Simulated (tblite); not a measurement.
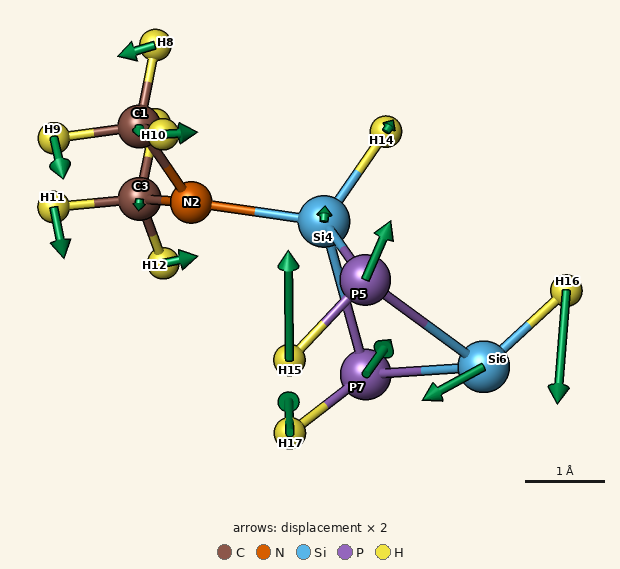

A relaxation of C₂H₁₀NP₂Si₂ (multiplicity 2). The starting structure is drawn; green arrows show the displacements, magnified 2 times. The two geometries are superimposed by the best rigid fit.

A ball-and-stick model, seen from a free direction.

All numbers below come from tblite, GFN2-xTB geometry optimisation, gas phase. 

**Describe the change and its energy.**

The largest moves after the best rigid fit, 0.79 Å, are those of H atoms. By element the largest moves are H 0.79 Å, Si 0.46 Å, P 0.42 Å, C 0.08 Å, N 0.03 Å. Some distances before and after: P–Si 2.193 → 2.255 Å, P–Si 2.227 → 2.280 Å, C–N 1.473 → 1.442 Å, H–P 1.412 → 1.384 Å. Among the angles between lasting bonds that change: P–Si–P 89.4° → 101.6°, P–Si–P 87.9° → 100.1°, P–Si–H 116.1° → 106.5°. Over 80 geometry steps the energy falls by 0.651 eV.
